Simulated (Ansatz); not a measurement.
# AlGaN+ (singlet): correlated methods under varied settings

What do other methods and options give for AlGaN+ (singlet) at this geometry, and how long do they take?

Program: Ansatz 0.2.0, Gaussian basis. Level of theory: the settings change from run to run. These are calculated values, not measurements.

29 further runs of the same task are left out: 9 for a known fault of the program, 10 that didn't finish, 10 set aside as unsound or not needed.

## 1. The geometry

The geometry is a PBE0/def2-TZVP stationary point (not a proven minimum) of the parent state, kept for this charge and spin. No spin-orbit coupling is included. The filled d shell of Ga may be among the frozen orbitals whatever the setting's name suggests; the logs give the count.

3 atoms, charge 1, spin multiplicity 1.

Atoms are counted from 1 here; the program's logs count them from 0.

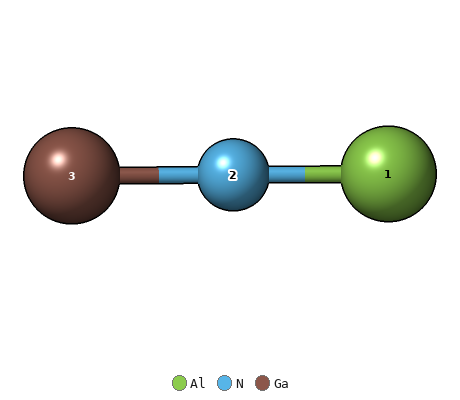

The structure; aluminium green, nitrogen blue, gallium brown; atoms are numbered from 1 in the order of the file.

## 2. MP2 on RHF/cc-pVDZ

File in.yaml:

```yaml
crystal:
  periodic: [false, false, false]
  atoms:
    - {symbol: Al, position_ang: [0.000000, 0.000000, -1.732100]}
    - {symbol: N, position_ang: [0.000000, 0.000000, -0.023700]}
    - {symbol: Ga, position_ang: [0.000000, 0.000000, 1.755800]}
basis:
  gaussian: {orbitals: cc-pVDZ, point_charges: [{charge: 0.50, position_ang: [2.534, -0.287, 0.992]}]}
total_charge: 1
magnetization: {spin_polarized: false}
correlation: {method: mp2, electrons: all}
```

Command:

```console
> ansatz run in.yaml --threads 1 --pin off --events-out ev --progress --plain --max-ram 2393MiB
```

Output:

```text
Functional definition: HF
  name "HF"
  cite "Fock, Z. Phys. 61, 126 (1930) doi:10.1007/BF01340294"
  parent pbe
  exchange = exact_x
  correlation = 0
642 factors; integrals over basis functions are off by at most 3.6e-4 eV
mean field evaluation 1: about -60370.5595 eV, gradient 8.1e1 eV
mean field evaluation 2: about -60370.6551 eV, gradient 8.1e1 eV
mean field evaluation 4: about -60385.9807 eV, gradient 1.3e1 eV
mean field evaluation 8: about -60386.7889 eV, gradient 1.2e0 eV
mean field evaluation 16: about -60386.8253 eV, gradient 9.3e-5 eV
mean field evaluation 32: about -60383.6083 eV, gradient 1.8e-1 eV
mean field evaluation 64: about -60374.7475 eV, gradient 8.1e0 eV
mean field -60386.82530500 eV, -2219.1748982986 hartree, gradient 3.0e-6 eV, S^2 0.000000; 4 other end points of the search recorded, 0 dependent functions left out; unrestricted orbitals would lower it
unrestricted determinant -60388.46084237 eV, -2219.2350031882 hartree, S^2 0.9723
reference -60386.82530500 eV, -2219.1748982986 hartree; 25, 25 occupied and 34, 34 virtual orbitals, 642 factors
second order -8.79922619 eV of doubles, -0.00000000 eV of singles
Total energy: -60395.62453119 eV, -2219.4982638966 hartree
```

Wall time 3.1 s (1 thread of Arm Neoverse V1, shared host).

## 3. MP2 on RHF/6-31G

File in.yaml:

```yaml
crystal:
  periodic: [false, false, false]
  atoms:
    - {symbol: Al, position_ang: [0.000000, 0.000000, -1.732100]}
    - {symbol: N, position_ang: [0.000000, 0.000000, -0.023700]}
    - {symbol: Ga, position_ang: [0.000000, 0.000000, 1.755800]}
basis:
  gaussian: {orbitals: 6-31G}
total_charge: 1
magnetization: {spin_polarized: false}
correlation: {method: mp2, electrons: valence}
scf: {lower_state_search: off}
output: {forces: true}
```

Launched as before.

Output (excerpt; [...] marks lines left out):

```text
Functional definition: HF
  name "HF"
  cite "Fock, Z. Phys. 61, 126 (1930) doi:10.1007/BF01340294"
  parent pbe
[...]
523 factors; integrals over basis functions are off by at most 3.6e-4 eV
[...]
mean field -60379.81356868 eV, -2218.9172217414 hartree, gradient 2.3e-6 eV, S^2 0.000000; 0 other end points of the search recorded, 0 dependent functions left out; unrestricted orbitals would lower it
15 core orbitals not correlated: weight in the atoms' cores, before any rotation towards them, 1.000 or more for the frozen orbitals, at most 0.000 for the correlated occupied ones
reference -60379.81356868 eV, -2218.9172217414 hartree; 10, 10 occupied and 26, 26 virtual orbitals, 523 factors
second order -10.51580554 eV of doubles, -0.00000000 eV of singles
[...]
Total energy: -60390.32937422 eV, -2219.3036704673 hartree
Atom 0 at     0.000000     0.000000    -1.732100 Å, force     0.000000     0.000000    -0.228766 eV/Å
Atom 1 at     0.000000     0.000000    -0.023700 Å, force    -0.000000    -0.000000     0.773464 eV/Å
Atom 2 at     0.000000     0.000000     1.755800 Å, force     0.000000     0.000000    -0.544698 eV/Å
Dipole moment:     0.000000     0.000000    -0.882552 e Å
Checks for a lower state left out: starts, cluster_reference, orbital_swaps, neighbouring_geometries, increment
```

It took 1.5 s on 1 thread of Arm Neoverse V1, shared host.

## 4. MP2 on RHF/cc-pVDZ

in.yaml: that of step 3 with these lines changed.

```diff
@@ -7,7 +7,5 @@
 basis:
-  gaussian: {orbitals: 6-31G}
+  gaussian: {orbitals: cc-pVDZ}
 total_charge: 1
 magnetization: {spin_polarized: false}
-correlation: {method: mp2, electrons: valence}
-scf: {lower_state_search: off}
-output: {forces: true}
+correlation: {method: mp2, electrons: outside_noble_gas}
```

The command is unchanged.

Output (excerpt; [...] marks lines left out):

```text
Functional definition: HF
  name "HF"
  cite "Fock, Z. Phys. 61, 126 (1930) doi:10.1007/BF01340294"
  parent pbe
[...]
642 factors; integrals over basis functions are off by at most 3.6e-4 eV
[...]
mean field -60388.61849135 eV, -2219.2407966813 hartree, gradient 5.7e-6 eV, S^2 0.000000; 7 other end points of the search recorded, 0 dependent functions left out; unrestricted orbitals would lower it
[...]
unrestricted determinant -60390.30478956 eV, -2219.3027669974 hartree, S^2 0.9756
20 core orbitals not correlated: weight in the atoms' cores, before any rotation towards them, 0.974 or more for the frozen orbitals, at most 0.024 for the correlated occupied ones
reference -60388.61849135 eV, -2219.2407966813 hartree; 5, 5 occupied and 34, 34 virtual orbitals, 642 factors
second order -7.88924061 eV of doubles, -0.00000000 eV of singles
Total energy: -60396.50773196 eV, -2219.5307209263 hartree
```

Wall time 3.8 s (1 thread of Arm Neoverse V1, shared host).

## 5. HF/6-31G

in.yaml: that of step 4 with these lines changed.

```diff
@@ -7,5 +7,6 @@
 basis:
-  gaussian: {orbitals: cc-pVDZ}
+  gaussian: {orbitals: 6-31G}
 total_charge: 1
-magnetization: {spin_polarized: false}
-correlation: {method: mp2, electrons: outside_noble_gas}
+magnetization: {spin_polarized: true, initial_magnetization: 0}
+hamiltonian: {xc: hf}
+output: {forces: true, orbitals: {seedname: orbitals}}
```

The command is unchanged.

Output (excerpt; [...] marks lines left out):

```text
Functional definition: HF
  name "HF"
  cite "Fock, Z. Phys. 61, 126 (1930) doi:10.1007/BF01340294"
  parent pbe
[...]
523 factors; integrals over basis functions are off by at most 3.6e-4 eV
[...]
mean field -60381.46774690 eV, -2218.9780116697 hartree, gradient 6.0e-5 eV, S^2 0.981059; 8 other end points of the search recorded, 0 dependent functions left out
[...]
reference -60381.46774690 eV, -2218.9780116697 hartree; 25, 25 occupied and 26, 26 virtual orbitals, 523 factors
Total energy: -60381.46774690 eV, -2218.9780116697 hartree
Atom 0 at     0.000000     0.000000    -1.732100 Å, force    -0.000000    -0.000000     0.703882 eV/Å
Atom 1 at     0.000000     0.000000    -0.023700 Å, force    -0.000000    -0.000000     0.989910 eV/Å
Atom 2 at     0.000000     0.000000     1.755800 Å, force     0.000000     0.000000    -1.693792 eV/Å
Dipole moment:     0.000000    -0.000000    -0.639883 e Å
```

Wall time 5.5 s (1 thread of Arm Neoverse V1, shared host).

From the report: ⟨S²⟩ of the determinant 0.981 (pure singlet: 0.00). The determinant is far from a pure spin state, so its energy mixes those of several spin states (harmless only where they are near-degenerate, as at dissociation).

## 6. CISDT/STO-3G

File in.yaml:

```yaml
crystal:
  periodic: [false, false, false]
  atoms:
    - {symbol: Al, position_ang: [0.000000, 0.000000, -1.732100]}
    - {symbol: N, position_ang: [0.000000, 0.000000, -0.023700]}
    - {symbol: Ga, position_ang: [0.000000, 0.000000, 1.755800]}
basis:
  gaussian: {orbitals: STO-3G}
total_charge: 1
hamiltonian: {pseudopotentials: {relativity: none}}
correlation: {active_space: {ras: {orbitals: [10, 0, 7], electrons: 20, max_holes: 3, max_particles: 3}, fixed_orbitals: true}}
scf: {lower_state_search: full}
```

Same command.

Output (excerpt; [...] marks lines left out):

```text
Functional definition: HF
  name "HF"
  cite "Fock, Z. Phys. 61, 126 (1930) doi:10.1007/BF01340294"
  parent pbe
[...]
337 factors; integrals over basis functions are off by at most 3.3e-5 eV
[...]
mean field -59684.74021360 eV, -2193.3737470798 hartree, gradient 5.1e-7 eV, S^2 0.000000; 7 other end points of the search recorded, 0 dependent functions left out
reference -59684.74021360 eV, -2193.3737470798 hartree; 25, 25 occupied and 7, 7 virtual orbitals, 337 factors
state -59693.60208114 eV, -2193.6994147051 hartree
Total energy: -59693.60208114 eV, -2193.6994147051 hartree
```

It took 4.9 s on 1 thread of Arm Neoverse V1, shared host.

From the report: 37,055 determinants.

## 7. FCI/STO-3G

File in.yaml:

```yaml
crystal:
  periodic: [false, false, false]
  atoms:
    - {symbol: Al, position_ang: [0.000000, 0.000000, -1.732100]}
    - {symbol: N, position_ang: [0.000000, 0.000000, -0.023700]}
    - {symbol: Ga, position_ang: [0.000000, 0.000000, 1.755800]}
basis:
  gaussian: {orbitals: STO-3G}
total_charge: 1
correlation: {method: fci, electrons: outside_noble_gas}
```

Launched as before.

Output (excerpt; [...] marks lines left out):

```text
Functional definition: HF
  name "HF"
  cite "Fock, Z. Phys. 61, 126 (1930) doi:10.1007/BF01340294"
  parent pbe
[...]
464 factors; integrals over basis functions are off by at most 5.8e-8 eV
[...]
mean field -59684.74026898 eV, -2193.3737491150 hartree, gradient 6.9e-7 eV, S^2 0.000000; 10 other end points of the search recorded, 0 dependent functions left out; unrestricted orbitals would lower it
determinant -59684.74026898 eV, -2193.3737491150 hartree, with singles and doubles -59689.59461977 eV, -2193.5521432161 hartree
determinant -59683.50770163 eV, -2193.3284531006 hartree, with singles and doubles -59686.37671249 eV, -2193.4338873047 hartree
unrestricted determinant -59690.85710632 eV, -2193.5985387410 hartree, S^2 1.6015
20 core orbitals not correlated, not the lowest: weight in the atoms' cores, before any rotation towards them, 0.516 or more for the frozen orbitals, at most 0.216 for the correlated occupied ones
reference -59684.74026898 eV, -2193.3737491150 hartree; 5, 5 occupied and 7, 7 virtual orbitals, 464 factors
state -59690.12992003 eV, -2193.5718151380 hartree
WARN: the method's energy lies above the unrestricted determinant's, so it is not that of the lowest state
Total energy: -59690.12992003 eV, -2193.5718151380 hartree
```

Run time: 4.6 s. Hardware: 1 thread of Arm Neoverse V1, shared host.

From the report: 157,464 determinants, symmetry A1. The report marks this result as in doubt.

## 8. CCSD(T)/def2-SVP

in.yaml: that of step 7 with these lines changed.

```diff
@@ -7,4 +7,8 @@
 basis:
-  gaussian: {orbitals: STO-3G}
+  gaussian: {orbitals: def2-SVP}
 total_charge: 1
-correlation: {method: fci, electrons: outside_noble_gas}
+magnetization: {spin_polarized: true, initial_magnetization: 0}
+hamiltonian: {xc: {name: PBE0}}
+correlation: {method: ccsd_t, electrons: valence}
+accuracy: high
+scf: {lower_state_search: full}
```

The command is unchanged.

Output (excerpt; [...] marks lines left out):

```text
Functional definition: PBE0
  name "PBE0"
  cite "Adamo & Barone, J. Chem. Phys. 110, 6158 (1999) doi:10.1063/1.478522"
  cite "Perdew, Burke & Ernzerhof, Phys. Rev. Lett. 77, 3865 (1996) doi:10.1103/PhysRevLett.77.3865"
  parent pbe
[...]
1115 factors; integrals over basis functions are off by at most 4.7e-9 eV
[...]
mean field -60434.12257760 eV, -2220.9130410072 hartree, gradient 9.8e-8 eV, S^2 0.716885; 12 other end points of the search recorded, 0 dependent functions left out
15 core orbitals not correlated: weight in the atoms' cores, before any rotation towards them, 1.000 or more for the frozen orbitals, at most 0.000 for the correlated occupied ones
reference -60380.26360551 eV, -2218.9337602899 hartree; 10, 10 occupied and 39, 39 virtual orbitals, 1115 factors
second order -11.33146620 eV of doubles, -0.53816622 eV of singles
cycle   1  -9.96495664 eV  change     1.9e0 eV  update   1.8e-1
[...]
cycle  31  -10.75795928 eV  change   1.6e-10 eV  update   1.5e-9
perturbative correction -0.65068937 eV, -0.0239123934 hartree
Total energy: -60391.67225416 eV, -2219.3530203947 hartree
```

Wall time 52 s (1 thread of Arm Neoverse V1, shared host); peak memory 0.32 GiB.

From the report: ⟨S²⟩ of the determinant 0.717 (pure singlet: 0.00); correlation -11.4086 eV; T1 0.017; largest double amplitude 0.13. The determinant is far from a pure spin state, so its energy mixes those of several spin states (harmless only where they are near-degenerate, as at dissociation). The orbitals are Kohn-Sham ones, so correlation energy and T1 don't compare with those on Hartree-Fock orbitals.

## 9. CCSD on RHF/cc-pVDZ

File in.yaml:

```yaml
crystal:
  periodic: [false, false, false]
  atoms:
    - {symbol: Al, position_ang: [0.000000, 0.000000, -1.732100]}
    - {symbol: N, position_ang: [0.000000, 0.000000, -0.023700]}
    - {symbol: Ga, position_ang: [0.000000, 0.000000, 1.755800]}
basis:
  gaussian: {orbitals: cc-pVDZ}
total_charge: 1
magnetization: {spin_polarized: false}
correlation: {method: ccsd, electrons: all, diis_vectors: 4}
output: {forces: true}
```

The command is unchanged.

Output (excerpt; [...] marks lines left out):

```text
Functional definition: HF
  name "HF"
  cite "Fock, Z. Phys. 61, 126 (1930) doi:10.1007/BF01340294"
  parent pbe
[...]
642 factors; integrals over basis functions are off by at most 3.6e-4 eV
[...]
mean field -60388.61849135 eV, -2219.2407966813 hartree, gradient 5.7e-6 eV, S^2 0.000000; 7 other end points of the search recorded, 0 dependent functions left out; unrestricted orbitals would lower it
determinant -60388.61849135 eV, -2219.2407966813 hartree, with singles and doubles -60397.60441189 eV, -2219.5710231702 hartree
determinant -60385.92703912 eV, -2219.1418876364 hartree, with singles and doubles -60393.12752250 eV, -2219.4065005198 hartree
[...]
unrestricted determinant -60390.30478956 eV, -2219.3027669974 hartree, S^2 0.9756
reference -60388.61849135 eV, -2219.2407966813 hartree; 25, 25 occupied and 34, 34 virtual orbitals, 642 factors
second order -8.81308639 eV of doubles, -0.00000000 eV of singles
cycle   1  -8.25676821 eV  change   -1.8e-2 eV  update   1.4e-1
[...]
cycle  20  -8.98155467 eV  change   -3.1e-7 eV  update   1.7e-7
WARN: the results are in doubt because among natural orbitals full CI differs from the method by -0.183 eV
[...]
Total energy: -60397.60004602 eV, -2219.5708627276 hartree
Atom 0 at     0.000000     0.000000    -1.732100 Å, force     0.000000    -0.000000    -0.514988 eV/Å
Atom 1 at     0.000000     0.000000    -0.023700 Å, force    -0.000000     0.000000     0.492287 eV/Å
Atom 2 at     0.000000     0.000000     1.755800 Å, force     0.000000     0.000000     0.022701 eV/Å
Dipole moment:    -0.000000     0.000000    -0.767675 e Å
In doubt: among natural orbitals full CI differs from the method by -0.183 eV
```

It took 41 s on 1 thread of Arm Neoverse V1, shared host; peak memory 0.29 GiB.

From the report: correlation -8.9816 eV; T1 0.021; largest double amplitude 0.34. The program marks this result as in doubt; its last lines say why.

## 10. MP2 on UHF/cc-pVDZ

in.yaml: that of step 9 with these lines changed.

```diff
@@ -9,4 +9,5 @@
 total_charge: 1
-magnetization: {spin_polarized: false}
-correlation: {method: ccsd, electrons: all, diis_vectors: 4}
+magnetization: {spin_polarized: true, initial_magnetization: 0}
+correlation: {method: mp2, electrons: outside_noble_gas}
+scf: {lower_state_search: full}
 output: {forces: true}
```

Launched as before.

Output (excerpt; [...] marks lines left out):

```text
Functional definition: HF
  name "HF"
  cite "Fock, Z. Phys. 61, 126 (1930) doi:10.1007/BF01340294"
  parent pbe
[...]
642 factors; integrals over basis functions are off by at most 3.6e-4 eV
[...]
mean field -60390.30478956 eV, -2219.3027669974 hartree, gradient 1.6e-6 eV, S^2 0.975574; 16 other end points of the search recorded, 0 dependent functions left out
20 core orbitals not correlated: weight in the atoms' cores, before any rotation towards them, 0.977 or more for the frozen orbitals, at most 0.021 for the correlated occupied ones
reference -60390.30478956 eV, -2219.3027669974 hartree; 5, 5 occupied and 34, 34 virtual orbitals, 642 factors
second order -6.36640425 eV of doubles, -0.00000000 eV of singles
[...]
Total energy: -60396.67119380 eV, -2219.5367280382 hartree
Atom 0 at     0.000000     0.000000    -1.732100 Å, force    -0.000000     0.000000    -0.465536 eV/Å
Atom 1 at     0.000000     0.000000    -0.023700 Å, force     0.000000    -0.000000     1.087878 eV/Å
Atom 2 at     0.000000     0.000000     1.755800 Å, force     0.000000    -0.000000    -0.622342 eV/Å
Dipole moment:     0.000000    -0.000000    -0.663763 e Å
```

It took 12 s on 1 thread of Arm Neoverse V1, shared host.

From the report: ⟨S²⟩ of the determinant 0.976 (pure singlet: 0.00). The determinant is far from a pure spin state, so its energy mixes those of several spin states (harmless only where they are near-degenerate, as at dissociation).

## 11. All runs side by side

 † marks a result that the program doubts.

| level | correlated | functions | energy (eV) | time |
| --- | --- | --- | --- | --- |
| MP2 on RHF/cc-pVDZ (beside a point charge) | all | 59 | -60395.6245 | 3.1 s |
| MP2 on RHF/6-31G | valence | 51 | -60390.3294 | 1.5 s |
| MP2 on RHF/cc-pVDZ | outside noble gas | 59 | -60396.5077 | 3.8 s |
| HF/6-31G |  | 51 | -60381.4677 | 5.5 s |
| CISDT/STO-3G | valence | 32 | -59693.6021 | 4.9 s |
| FCI/STO-3G † | outside noble gas | 32 | -59690.1299 | 4.6 s |
| CCSD(T)/def2-SVP (on PBE0 orbitals) | valence | 64 | -60391.6723 | 52 s |
| CCSD on RHF/cc-pVDZ † | all | 59 | -60397.6000 | 41 s |
| MP2 on UHF/cc-pVDZ | outside noble gas | 59 | -60396.6712 | 12 s |

## 12. Outcome

| quantity | value |
| --- | --- |
| runs | 9 |
| quickest | MP2 on RHF/6-31G, 1.5 s |
| slowest | CCSD(T)/def2-SVP (on PBE0 orbitals), 52 s |

In words: Total energies in different bases, with other cores or another treatment of relativity can't be set against each other. CCSD(T)/def2-SVP (on PBE0 orbitals) took 33 times as long as MP2 on RHF/6-31G; the jobs differ in more than the method.
